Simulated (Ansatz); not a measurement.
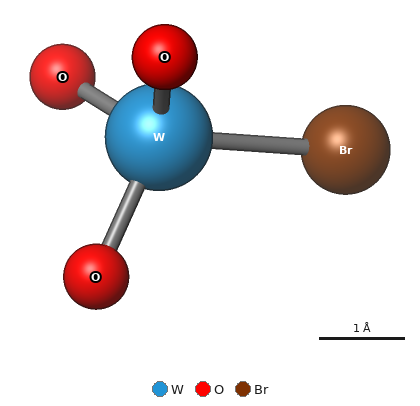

*The structure (ball-and-stick view, seen at a tilt). Sticks mark near contacts.*

Run report: WBrO$_{3}$, single-point calculation

WBrO$_{3}$, multiplicity 2, computed with UKS PBE0-D4/def2-TZVPD (Ansatz 0.2.0).

The geometry comes from this level: B3LYP-D4/def2-SVPD.

## The input
```yaml
crystal:
  periodic: [false, false, false]
  atoms:
    - {symbol: W, position_ang: [0.055880, 0.059485, 0.044808]}
    - {symbol: O, position_ang: [0.074989, 0.090990, 1.765148]}
    - {symbol: O, position_ang: [1.678461, 0.131664, -0.534574]}
    - {symbol: O, position_ang: [-0.735190, 1.665186, -0.510569]}
    - {symbol: Br, position_ang: [-1.074140, -1.947325, -0.764813]}
basis:
  gaussian: {orbitals: def2-TZVPD, initial_orbitals: start.molden}
magnetization: {spin_polarized: true, initial_magnetization: 1}
hamiltonian: {xc: pbe0, dispersion: d4}
scf: {omitted_lower_state_checks: [starts]}
output: {orbitals: {seedname: orbitals}}
```

Run on 4 threads of Arm Neoverse V1, 23 GiB of memory available, shared host.

Command:
```bash
ansatz run in.yaml --threads 4 --pin off --events-out ev --progress --plain --max-ram 3916MiB
```

## The program's output
```
Functional definition: PBE0
  name "PBE0"
  cite "Adamo & Barone, J. Chem. Phys. 110, 6158 (1999) doi:10.1063/1.478522"
  cite "Perdew, Burke & Ernzerhof, Phys. Rev. Lett. 77, 3865 (1996) doi:10.1103/PhysRevLett.77.3865"
  parent pbe
  parameter a = 0.25
  parameter kappa = 0.804
  parameter beta = 0.06672455060314922
  exchange = (1 - a)*pbe_x(kappa = kappa, mu = beta*pi^2/3) + a*exact_x
  correlation = pbe_c(beta = beta)
these checks for a lower state are left out or cut short: starts
1440 factors; their error is unknown
mean field evaluation 1: about -78000.3777 eV, gradient 1.4e2 eV
mean field evaluation 2: about -78003.8134 eV, gradient 3.7e0 eV
mean field evaluation 4: about -78004.2241 eV, gradient 2.8e-1 eV
mean field evaluation 8: about -78004.2243 eV, gradient 1.1e-4 eV
mean field evaluation 16: about -78004.2243 eV, gradient 4.5e-6 eV
mean field -78004.22429136 eV, -2866.6023695454 hartree, gradient 4.5e-6 eV, S^2 0.768014; 0 other end points of the search recorded, 0 dependent functions left out
reference -78004.22433968 eV, -2866.6023713208 hartree; 37, 36 occupied and 183, 184 virtual orbitals, 1440 factors
Total energy: -78004.36160415 eV, -2866.6074156973 hartree
Checks for a lower state left out: starts
```

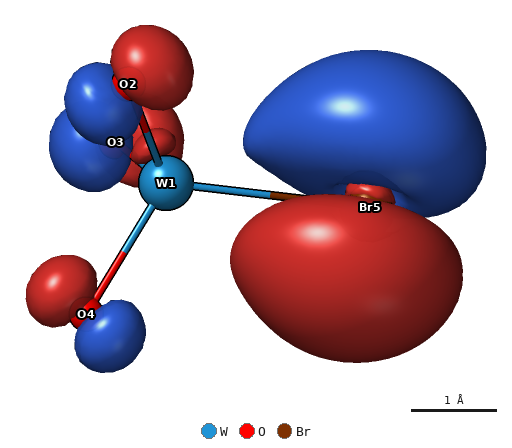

*One frontier orbital at ±0.1 Å⁻³ᐟ² (blue and red are the two phases), seen face on.*

The HOMO−1 (α), at −9.70 eV.

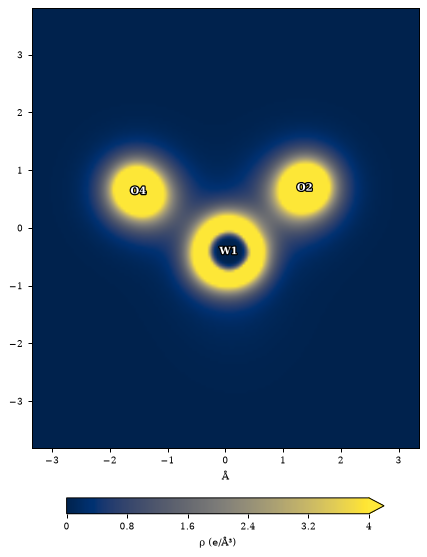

*Total electron density on the plane of atoms O2, W1 and O4.*

The section cuts through W and O sites. W–O (1.87 Å): ρ at the midpoint is about 1.2 e/Å³.

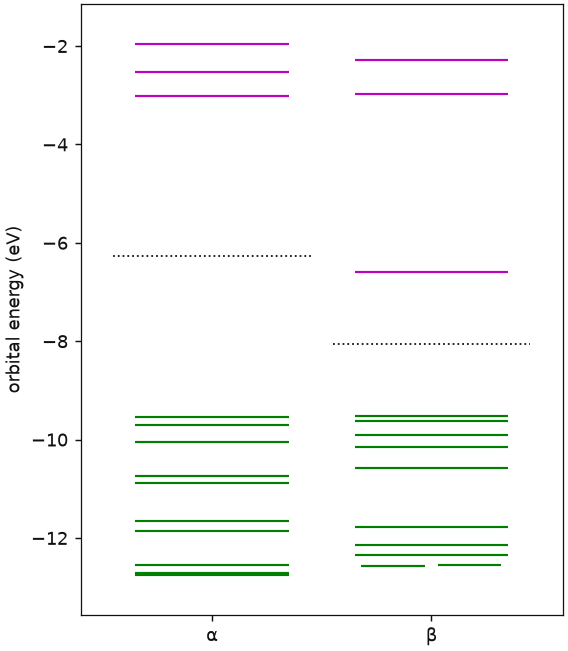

*Orbital energies near the frontier for α and β spins; the dotted line parts filled from empty levels, and levels within 0.02 eV of each other stand side by side.*

α: highest filled −9.54 eV, lowest empty −3.01 eV, 6.53 eV apart; β: highest filled −9.51 eV, lowest empty −6.60 eV, 2.91 eV apart.

## Key numbers

```tsv
quantity	value
outcome	converged
total energy	−78004.3616 eV
mean-field energy	−78004.2243 eV
dispersion energy	−0.1373 eV
⟨S²⟩	0.768
SCF solution under orbital rotations	stable
HOMO (either spin)	−9.51 eV
LUMO (either spin)	−6.60 eV
wall time	20 s (CPU time 77 s)
peak memory	1.3 GiB
```
